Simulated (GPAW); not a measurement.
**Does Al3Fe13 (bcc Fe13Al3) carry moments in GPAW?**

Wanted: the moments of Al3Fe13 (bcc Fe13Al3) and the energy gained by spin polarisation.

Method: PBE; plane waves with GPAW's PAW setups, scalar-relativistic, in GPAW 26.7.0.

### Step 1. The structure

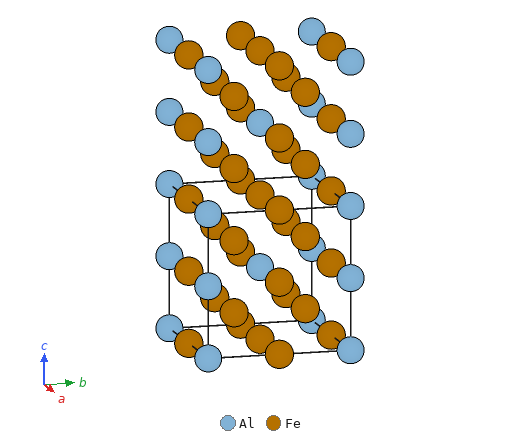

The starting structure, seen slightly off an axis (aluminium light blue, iron orange). 1×1×2 cells are drawn. Some periodic images of atoms are drawn too.

The cell is a made-up one and need not be a known phase.

### Step 2. Run 1 (ferro +++++++++++++)

The parallel start comes first: it fits the smallest cell, keeps the most symmetry and shows whether parallel moments form.

Contents of order1.py:

```python
import json
import numpy as np
from ase import Atoms
from ase.parallel import paropen, parprint
from gpaw import GPAW

atoms = Atoms(['Al', 'Fe', 'Al', 'Fe', 'Fe', 'Fe', 'Fe', 'Fe', 'Fe', 'Fe', 'Fe', 'Fe', 'Fe', 'Fe', 'Al', 'Fe'],
    cell=[[5.87225, 0.0, 0.0],
         [0.0, 5.87225, 0.0],
         [0.0, 0.0, 5.87225]],
    scaled_positions=[[0.0, 0.0, 0.0],
         [0.25, 0.25, 0.25],
         [0.0, 0.0, 0.5],
         [0.25, 0.25, 0.75],
         [0.0, 0.5, 0.0],
         [0.25, 0.75, 0.25],
         [0.0, 0.5, 0.5],
         [0.25, 0.75, 0.75],
         [0.5, 0.0, 0.0],
         [0.75, 0.25, 0.25],
         [0.5, 0.0, 0.5],
         [0.75, 0.25, 0.75],
         [0.5, 0.5, 0.0],
         [0.75, 0.75, 0.25],
         [0.5, 0.5, 0.5],
         [0.75, 0.75, 0.75]],
    pbc=True,
    magmoms=[0.0, 2.4, 0.0, 2.4, 2.4, 2.4, 2.4, 2.4, 2.4, 2.4, 2.4, 2.4, 2.4, 2.4, 0.0, 2.4])
atoms.calc = GPAW(mode={'name': 'pw', 'ecut': 450},
    xc='PBE',
    kpts={'size': (7, 7, 7), 'gamma': True},
    occupations={'name': 'fermi-dirac', 'width': 0.05},
    convergence={'density': 1e-05, 'energy': 1e-05},
    maxiter=200,
    mixer={'name': 'pulay', 'beta': 0.04, 'nmaxold': 8, 'weight': 100},
    symmetry={'tolerance': 1e-4},
    txt='order1.txt')
e = atoms.get_potential_energy(force_consistent=True)
res = {'free_energy': e, 'energy_sigma0': atoms.get_potential_energy(), 'fermi_energy': atoms.calc.get_fermi_level()}
res['moments'] = atoms.get_magnetic_moments().tolist()
res['total'] = atoms.get_magnetic_moment()
parprint('site moments (muB):', np.round(res['moments'], 3))
parprint(f"total moment: {res['total']:.3f} muB")
parprint(f'free energy: {e:.6f} eV')
atoms.calc.write('order1.gpw')
with paropen('results.json', 'w') as f:
    json.dump(res, f)
```

The run is started by

```bash
$ OMP_NUM_THREADS=1 mpirun -n 4 gpaw python order1.py > order1.log
```

Numbers of over 12 decimals in the logs are rounded to 6 here.

Log:

```text
site moments (muB): [-0.094  2.296 -0.085  2.296  2.561  2.296  2.46   2.296  2.561  2.296
  2.46   2.296  2.618  2.296 -0.094  2.296]
total moment: 30.146 muB
free energy: -129.703021 eV

--- order1.txt ---
Input parameters:
  mode=PW(ecut=450),
  convergence={'density': 1e-05, 'energy': 1e-05},
  kpts=MonkhorstPack(size=(7, 7, 7), gamma=True),
  maxiter=200,
  mixer=Pulay(name='pulay', nmaxold=8, beta=0.04, weight=100, sigma=0.015, g_ss=None),
  occupations=Occupations(name='fermi-dirac', width=0.05),
  symmetry=Symmetry(tolerance=0.0001),
  xc=XC(name='PBE')

Diagonalizing LCAO Hamiltonian
Converting LCAO to pw mode
     .-------------.
    /|             |
   / |             |
  /  | Fe      Fe  |
 *   |             |
 | FeFe   Al Fe    |
 |   | Fe      Fe  |
 Al  .--Fe---------.
 |  /Fe      Fe   /
 | /e     Fe     /
 |/             /
 Al-----Fe-----*

Atoms  # Å, Bohr magnetons
|    | symbol |        x |        y |        z |    initial magnetic moments |
|----|--------|----------|----------|----------|-----------------------------|
|  0 |     Al | 0.000000 | 0.000000 | 0.000000 | ( 0.0000,  0.0000,  0.0000) |
|  1 |     Fe | 1.468063 | 1.468063 | 1.468063 | ( 0.0000,  0.0000,  2.4000) |
|  2 |     Al | 0.000000 | 0.000000 | 2.936125 | ( 0.0000,  0.0000,  0.0000) |
|  3 |     Fe | 1.468063 | 1.468063 | 4.404187 | ( 0.0000,  0.0000,  2.4000) |
|  4 |     Fe | 0.000000 | 2.936125 | 0.000000 | ( 0.0000,  0.0000,  2.4000) |
|  5 |     Fe | 1.468063 | 4.404187 | 1.468063 | ( 0.0000,  0.0000,  2.4000) |
|  6 |     Fe | 0.000000 | 2.936125 | 2.936125 | ( 0.0000,  0.0000,  2.4000) |
|  7 |     Fe | 1.468063 | 4.404187 | 4.404187 | ( 0.0000,  0.0000,  2.4000) |
|  8 |     Fe | 2.936125 | 0.000000 | 0.000000 | ( 0.0000,  0.0000,  2.4000) |
|  9 |     Fe | 4.404187 | 1.468063 | 1.468063 | ( 0.0000,  0.0000,  2.4000) |
| 10 |     Fe | 2.936125 | 0.000000 | 2.936125 | ( 0.0000,  0.0000,  2.4000) |
| 11 |     Fe | 4.404187 | 1.468063 | 4.404187 | ( 0.0000,  0.0000,  2.4000) |
| 12 |     Fe | 2.936125 | 2.936125 | 0.000000 | ( 0.0000,  0.0000,  2.4000) |
| 13 |     Fe | 4.404187 | 4.404187 | 1.468063 | ( 0.0000,  0.0000,  2.4000) |
| 14 |     Al | 2.936125 | 2.936125 | 2.936125 | ( 0.0000,  0.0000,  0.0000) |
| 15 |     Fe | 4.404187 | 4.404187 | 4.404187 | ( 0.0000,  0.0000,  2.4000) |

Unit cell  # Å
| periodic |        x |        y |        z |  lengths |    angles |
|----------|----------|----------|----------|----------|-----------|
|      yes | 5.872250 | 0.000000 | 0.000000 | 5.872250 | 90.000000 |
|      yes | 0.000000 | 5.872250 | 0.000000 | 5.872250 | 90.000000 |
|      yes | 0.000000 | 0.000000 | 5.872250 | 5.872250 | 90.000000 |

Number of symmetries: 16

BZ-sampling:
  Number of BZ points: 343
  Number of IBZ points: 40

  Monkhorst-Pack size: [7, 7, 7]
  Monkhorst-Pack shift: [0, 0, 0]

K-points  # in reciprocal-cell coordinates
|     |                                coordinates |     weight |
|-----|--------------------------------------------|------------|
|   0 | (  0.00000000,   0.00000000,   0.00000000) | 0.00291545 |
|   1 | (  0.00000000,   0.00000000,   0.14285714) | 0.00583090 |
|   2 | (  0.00000000,   0.00000000,   0.28571429) | 0.00583090 |
|   3 | (  0.00000000,   0.00000000,   0.42857143) | 0.00583090 |
|   4 | (  0.14285714,   0.00000000,   0.00000000) | 0.01166181 |
|   5 | (  0.14285714,   0.00000000,   0.14285714) | 0.02332362 |
|   6 | (  0.14285714,   0.00000000,   0.28571429) | 0.02332362 |
|   7 | (  0.14285714,   0.00000000,   0.42857143) | 0.02332362 |
|   8 | (  0.14285714,   0.14285714,   0.00000000) | 0.01166181 |
|   9 | (  0.14285714,   0.14285714,   0.14285714) | 0.02332362 |
| ... |                                            |            |
|  39 | (  0.42857143,   0.42857143,   0.42857143) | 0.02332362 |

Plane wave coefficients: 4410
Cutoff: 450.000000 eV

Spin-components: 2 (collinear spins)
Bands:           91
Projectors:      93
Spin-degeneracy: 1
Datatype:        complex128

Parallelization:
  kpt:    4
  domain: 1
  band:   1

Density:
  Valence electrons: 113.0
  Components: 2
  Grid points: [30 30 30]
  Charge: 0.0  # |e|

Potential:
  Grid points: [30 30 30]

species:
  Al:
    name:    Aluminium
    Z:       13.0
    valence: 3
    core:    10
    charge:  0.0  # [|e|]
    compensation charges:
      type: gauss
      rc: 0.34  # [Å]
      lmax: 2
    cutoffs:
      filter: 1.91  # [Å]
      core: 2.36  # [Å]
    projectors
    | kind |    occ | energy [eV] | rcut [Å] |
    |------|--------|-------------|----------|
    |   3s |  2.000 |      -7.753 |    1.085 |
    |   3p |  1.000 |      -2.712 |    1.085 |
    |    s |        |      19.459 |    1.085 |
    |    p |        |      24.499 |    1.085 |
    |    d |        |       0.000 |    1.085 |

    Using partial waves for Al as LCAO basis

  Fe:
    name:    Iron
    Z:       26.0
    valence: 8
    core:    18
    charge:  0.0  # [|e|]
    compensation charges:
      type: gauss
      rc: 0.33  # [Å]
      lmax: 2
    cutoffs:
      filter: 2.06  # [Å]
      core: 2.67  # [Å]
    projectors
    | kind |    occ | energy [eV] | rcut [Å] |
    |------|--------|-------------|----------|
    |   4s |  2.000 |      -5.291 |    1.164 |
    |   4p |  0.000 |      -1.326 |    1.058 |
    |   3d |  6.000 |      -7.505 |    1.058 |
    |    s |        |      21.920 |    1.164 |
    |    p |        |      25.885 |    1.058 |
    |    d |        |      19.706 |    1.058 |

    Using partial waves for Fe as LCAO basis

Reference energy: -469863.179594  # eV

eigensolver:
  PPCG
  Converge bands: occupied
  niter=2

density mixing:
  Pulay-Mixer
  Linear mixing parameters: 0.04
  Old densities: 8
  Fourier metric: weight=100, sigma=0.015

occupation numbers:
  Fermi-Dirac:
    width: 0.0500  # eV

poisson solver:
  ecut: 3600.000000  # eV

xc functional:
  name: PBE with 2 nearest neighbor stencil

convergence criteria:
- Maximum integral of absolute [dens]ity change: 1e-05 electrons / valence electron
- Maximum [total energy] change in last 3 cyles: 1e-05 eV / valence electron
- Maximum integral of absolute [eigenst]ate change: 4e-08 eV^2 / valence electron
maximum number of iterations: 200

SCF iterations
|iter     |      energy | eigst |  dens |  magmom |
|---------|-------------|-------|-------|---------|
|iter:   1|       0s | -127.977076 | +0.47 |       | +31.2740|
|iter:   2|       7s | -128.345645 | -1.15 | -1.09 | +31.2082|
|iter:   3|      13s | -128.378789 | -2.06 | -1.10 | +31.1261|
|iter:   4|      19s | -128.632874 | -1.90 | -1.12 | +30.7361|
|iter:   5|      25s | -128.907444 | -2.38 | -1.24 | +30.5031|
|iter:   6|      31s | -129.046960 | -2.81 | -1.30 | +30.3990|
|iter:   7|      37s | -129.393359 | -2.36 | -1.36 | +30.1047|
|iter:   8|      43s | -129.547968 | -2.34 | -1.54 | +30.0413|
|iter:   9|      49s | -129.561099 | -2.67 | -1.63 | +29.9167|
|iter:  10|      55s | -129.615844 | -3.05 | -1.79 | +29.8051|
[... 20 iterations left out ...]
|iter:  31|     180s | -129.646179c| -7.50c| -4.05 | +30.1395|
|iter:  32|     183s | -129.646183c| -7.53c| -4.30 | +30.1410|
|iter:  33|     187s | -129.646189c| -7.80c| -4.42 | +30.1432|
|iter:  34|     190s | -129.646192c| -8.25c| -4.41 | +30.1438|
|iter:  35|     193s | -129.646196c| -8.16c| -4.44 | +30.1443|
|iter:  36|     196s | -129.646203c| -7.88c| -4.58 | +30.1454|
|iter:  37|     200s | -129.646204c| -8.09c| -4.90 | +30.1457|
|iter:  38|     203s | -129.646204c| -8.89c| -4.92 | +30.1455|
|iter:  39|     206s | -129.646204c| -9.07c| -4.96 | +30.1457|
|iter:  40|     209s | -129.646204c| -9.43c| -5.06c| +30.1457|

Converged in 40 steps
Energy contributions relative to reference atoms: (reference = -469863.179594)

Energy contributions:
  Kinetic:          90.467513
  Coulomb:         -72.252452
  Zero:              1.876846
  External:          0.000000
  Xc:             -149.681296
  Entropy:          -0.113632
  Spinorbit:         0.000000
  ----------------------------
  Free energy:    -129.703021
  Extrapolated:   -129.646204

dipole moment: (-48.806051, -48.806051, -53.129553)  # |e|*Ang

Total magnetic moment: (0.000000, 0.000000, 30.145725)

Local magnetic moments
|        x |        y |         z |
|----------|----------|-----------|
| 0.000000 | 0.000000 | -0.094304 |  # Al   0
| 0.000000 | 0.000000 |  2.296447 |  # Fe   1
| 0.000000 | 0.000000 | -0.085422 |  # Al   2
| 0.000000 | 0.000000 |  2.296447 |  # Fe   3
| 0.000000 | 0.000000 |  2.560614 |  # Fe   4
| 0.000000 | 0.000000 |  2.296447 |  # Fe   5
| 0.000000 | 0.000000 |  2.460337 |  # Fe   6
| 0.000000 | 0.000000 |  2.296447 |  # Fe   7
| 0.000000 | 0.000000 |  2.560614 |  # Fe   8
| 0.000000 | 0.000000 |  2.296447 |  # Fe   9
| 0.000000 | 0.000000 |  2.460337 |  # Fe  10
| 0.000000 | 0.000000 |  2.296447 |  # Fe  11
| 0.000000 | 0.000000 |  2.618386 |  # Fe  12
| 0.000000 | 0.000000 |  2.296447 |  # Fe  13
| 0.000000 | 0.000000 | -0.093981 |  # Al  14
| 0.000000 | 0.000000 |  2.296447 |  # Fe  15

Fermi level: 8.969
Eigenvalues  # (at kpt = [0.000, 0.000, 0.000])
| band index |      eig [eV] | occ [0-1] |      eig [eV] | occ [0-1] |
|------------|---------------|-----------|---------------|-----------|
|          0 |        -0.280 |     1.000 |        -0.255 |     1.000 |
|        ... |               |           |               |           |
|         51 |         7.693 |     1.000 |         9.789 |     0.000 |
|         52 |         7.693 |     1.000 |         9.802 |     0.000 |
|         53 |         7.717 |     1.000 |         9.921 |     0.000 |
|         54 |         7.773 |     1.000 |        10.192 |     0.000 |
|         55 |         7.801 |     1.000 |        10.192 |     0.000 |
|         56 |         7.801 |     1.000 |        10.302 |     0.000 |
|         57 |         7.843 |     1.000 |        10.458 |     0.000 |
|         58 |         7.872 |     1.000 |        10.518 |     0.000 |
|         59 |         7.913 |     1.000 |        10.518 |     0.000 |
|         60 |         7.913 |     1.000 |        10.541 |     0.000 |
|         61 |         7.934 |     1.000 |        10.551 |     0.000 |
|         62 |         7.949 |     1.000 |        10.588 |     0.000 |
|         63 |         7.982 |     1.000 |        10.593 |     0.000 |
|         64 |         8.060 |     1.000 |        10.594 |     0.000 |
|         65 |         8.148 |     1.000 |        10.696 |     0.000 |
|        ... |               |           |               |           |
|         90 |        16.122 |     0.000 |        16.749 |     0.000 |

No gap
No difference between direct/indirect transitions
```

Elapsed: 3.7 min, on 4 MPI ranks of AMD EPYC 9R45, shared host; peak memory 1.6 GiB; 15 min of CPU time.

Spin moment in the augmentation sphere by atom:

| atom | spin moment in the augmentation sphere (μB) |
| --- | --- |
| Al1 | -0.09 |
| Fe2 | 2.30 |
| Al3 | -0.09 |
| Fe4 | 2.30 |
| Fe5 | 2.56 |
| Fe6 | 2.30 |
| Fe7 | 2.46 |
| Fe8 | 2.30 |
| Fe9 | 2.56 |
| Fe10 | 2.30 |
| Fe11 | 2.46 |
| Fe12 | 2.30 |
| Fe13 | 2.62 |
| Fe14 | 2.30 |
| Al15 | -0.09 |
| Fe16 | 2.30 |

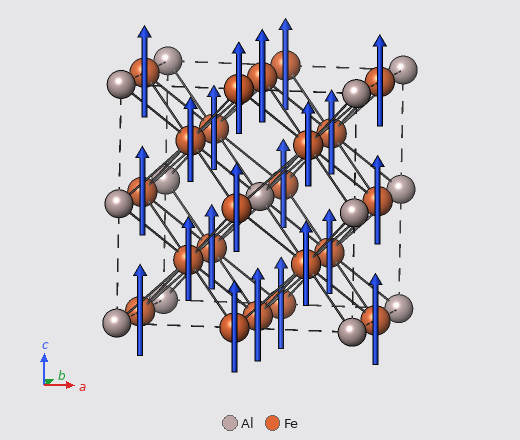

Spin moment in the augmentation sphere as arrows, the longest 2.62 μB. Up and down stand for the sign. Arrows give size and sign along the axis of quantisation, drawn up and down the page. Some periodic images of atoms are drawn too.

Numbers from this step:

| Item | Value |
| --- | --- |
| magnetization | 30.15 μB |
| final state | ferromagnetic |

After 40 cycles the largest moment stands at 2.62 μB.

(Continued in part 2 of 2.)

[Logs and program files are shortened in this print: banners, set-up blocks, solver, clock and traceback lines can be left out without a mark of their own.]

[Logs are printed without paths, hosts, clocks, repeated set-up lines and the standing remarks that a program may print on its own settings, such as how far it seeks lower states.]

[Hosts, paths, dates, database ids (printed as entryN), source tags and the programs' standing remarks are cut or masked in the printed files.]

[Where a cell is said to come from a database of computed structures, the database is the Materials Project.]
